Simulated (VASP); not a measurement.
Band structure of YN (rock salt). Computed with rev-vdW-DF2, VASP's PBE PAW potentials (set 64) (plane waves; VASP 6.6.1).

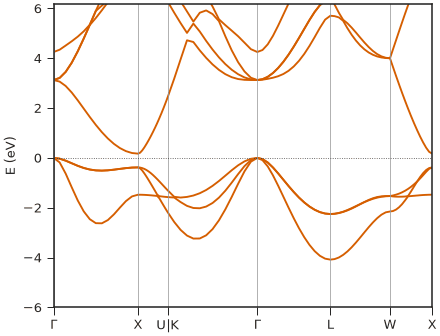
Figure: Bands along high-symmetry lines, zero at the valence-band maximum or, without a gap, the Fermi level

### Question
Read the plot: is there a gap, and where are the band edges?

### Answer
The gap is indirect, 0.17 eV, from the valence maximum at Γ to the conduction minimum at X. (Edges off the drawn lines would not show.)

The compound is YN in the rock salt structure. It was relaxed first.
